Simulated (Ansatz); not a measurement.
A series of calculations on C2H7N

## 1. Relaxation

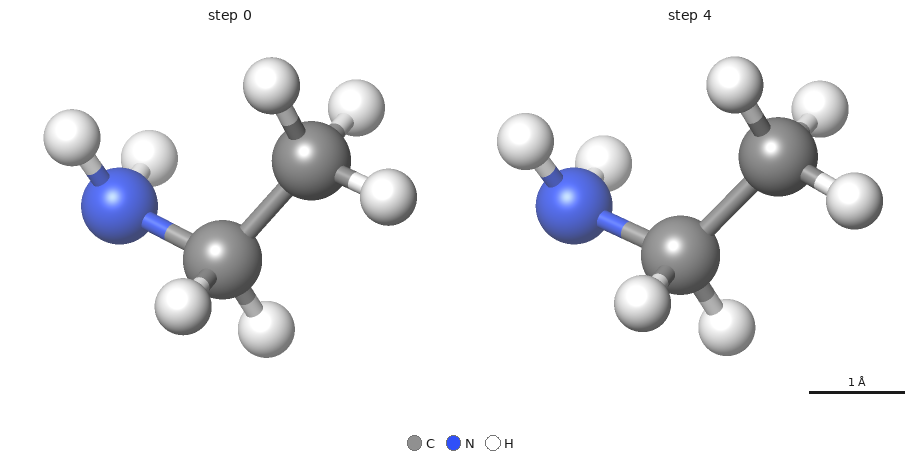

The structure of C₂H₇N before (left) and after (right) a relaxation, at one scale.

Style: ball-and-stick. Shown at a tilt.

The run prepares an end point of a later path (torsion) calculation, from a guessed geometry.

Level of theory: RHF/def2-TZVP (Ansatz).

The input:
```yaml
crystal:
  periodic: [false, false, false]
  atoms:
    - { symbol: C, position_ang: [-0.726, 0.4466, -0.4807] }
    - { symbol: C, position_ang: [0.0531, -0.6963, -0.0318] }
    - { symbol: "N", position_ang: [1.1389, -0.2603, 0.7891] }
    - { symbol: H, position_ang: [-1.5318, 0.1594, -1.1202] }
    - { symbol: H, position_ang: [-0.1721, 1.1832, -1.1023] }
    - { symbol: H, position_ang: [-1.1948, 1.0527, 0.3579] }
    - { symbol: H, position_ang: [0.4718, -1.234, -0.895] }
    - { symbol: H, position_ang: [-0.5312, -1.3717, 0.5303] }
    - { symbol: H, position_ang: [0.8208, 0.2721, 1.649] }
    - { symbol: H, position_ang: [1.7545, 0.3971, 0.3068] }
basis:
  gaussian: { orbitals: def2-TZVP }
hamiltonian:
  xc: hf
relax:
  f_tol: 0.015
  max_steps: 40
```

Run as
```bash
ansatz run input.yaml --threads 2 --pin off --max-ram 3072MiB --backend cpu --events-out ev --progress --plain --runs-dir out
```

Summarise the run.

Answer. The largest move after the best rigid fit is that of C1, 0.091 Å. Largest moves by element: C 0.091 Å, H 0.088 Å, N 0.067 Å. Some distances before and after: C1–C2 1.454 → 1.525 Å, N3–H9 1.060 → 0.999 Å, C1–H6 1.136 → 1.086 Å, C2–H8 1.055 → 1.085 Å. Bond angles that change, for instance: C1–C2–N3 110.2° → 115.5°, H4–C1–H5 102.7° → 107.9°, C2–C1–H5 115.2° → 111.0°. Over 4 geometry steps the energy falls by 8.31 kcal/mol. Largest force component: 3.2 eV/Å at the start, 0.0064 eV/Å at the end.

## 2. Relaxation

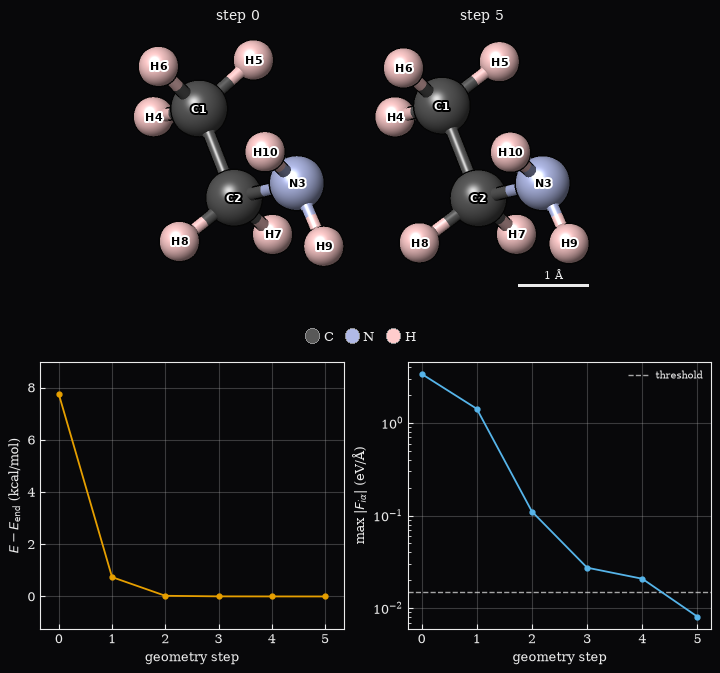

First and last geometry of a relaxation of C2H7N, with the history of the run. Style: ball-and-stick. Shown from a free direction.

The run prepares an end point of a later path (torsion) calculation, from a guessed geometry.

The calculation used RHF/def2-TZVP (Ansatz 0.2.0). Set-up: no spin polarisation; force threshold 0.015 eV/Å; at most 40 steps.

> Did the run converge, and what did it change?

It converged. H8 moves most after the best rigid fit: 0.074 Å. Largest moves by element: H 0.074 Å, C 0.050 Å, N 0.044 Å. Near-neighbour distances that change, for instance: C1–C2 1.454 → 1.519 Å, N3–H9 1.060 → 0.998 Å, C1–H6 1.136 → 1.086 Å, C2–H8 1.055 → 1.091 Å. Bond angles that change, for instance: H4–C1–H5 102.7° → 108.7°, N3–C2–H8 108.1° → 112.8°, C2–C1–H5 115.2° → 110.6°. Over 5 geometry steps the energy falls by 7.75 kcal/mol. The largest force component goes from 3.4 to 0.0081 eV/Å.

| step | E − E(0), kcal/mol | largest force component, eV/Å |
| --- | --- | --- |
| 0 | 0.00 | 3.3907 |
| 1 | -7.01 | 1.4232 |
| 2 | -7.72 | 0.1105 |
| 3 | -7.74 | 0.0274 |
| 4 | -7.75 | 0.0208 |
| 5 | -7.75 | 0.0081 |

## 3. Path

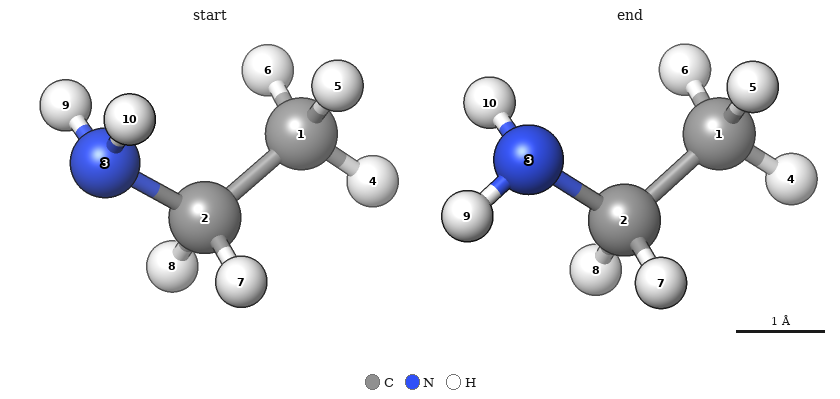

The two relaxed end points of a path for C$_{2}$H$_{7}$N. A ball-and-stick model, seen at a tilt.

Level of theory: RHF/def2-TZVP (Ansatz).

Set-up: 5 movable images; climbing image; force threshold 0.03 eV/Å; iteration limit 60.

Start:
```xyz
10

C    -0.7899    0.4957   -0.5237
C     0.0785   -0.6517   -0.0183
N     1.1925   -0.2659    0.8292
H    -1.5979    0.1269   -1.1480
H    -0.2051    1.1957   -1.1132
H    -1.2306    1.0438    0.3038
H     0.4793   -1.2022   -0.8628
H    -0.5347   -1.3523    0.5385
H     0.8753    0.2091    1.6490
H     1.8158    0.3497    0.3486
```

End:
```xyz
10

C    -0.8025    0.5080   -0.6373
C     0.0669   -0.5570    0.0095
N     1.2269    0.0425    0.6482
H    -1.6590    0.0592   -1.1285
H    -0.2352    1.0689   -1.3704
H    -1.1762    1.2078    0.1049
H     0.4248   -1.2407   -0.7528
H    -0.5397   -1.1449    0.6997
H     1.8237   -0.6531    1.0437
H     0.9533    0.6582    1.3861
```

> Predict the minimum-energy path and its barrier.

The energy climbs by 0.100 eV to image 3 and then falls by 0.107 eV, so the end point sits at −0.007 eV. The motion is a rotation about the C2–N3 bond by about 120°. No bond forms or breaks between the ends. Bond angles that change up to the highest image, for instance: C1–C2–N3 115.5° → 112.9°, N3–C2–H8 107.8° → 110.0°. The band converged in 5 iterations. The largest component of the band force went from 5.6 to 0.022 eV/Å. The climbing image converged on the top of the path. Its vibrational analysis gives one imaginary mode (290i cm⁻¹), as a transition state must have.

Energies of the converged images:

```json
{"image": "0", "path (Å)": "0.00", "E (eV)": "0.000"}
{"image": "1", "path (Å)": "0.40", "E (eV)": "0.023"}
{"image": "2", "path (Å)": "0.79", "E (eV)": "0.074"}
{"image": "3", "path (Å)": "1.19", "E (eV)": "0.100"}
{"image": "4", "path (Å)": "1.60", "E (eV)": "0.071"}
{"image": "5", "path (Å)": "2.01", "E (eV)": "0.018"}
{"image": "6", "path (Å)": "2.43", "E (eV)": "-0.007"}
```

The geometry at the top of the path:

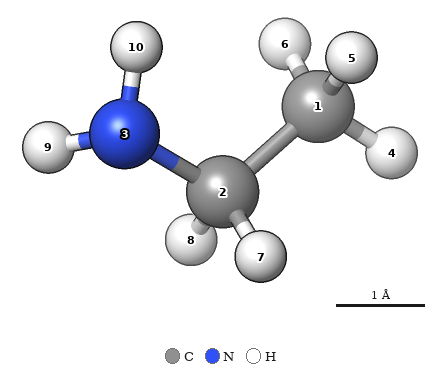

Cost: 26 s on 2 threads of Arm Neoverse V1 (shared host), peak memory 0.22 GiB.
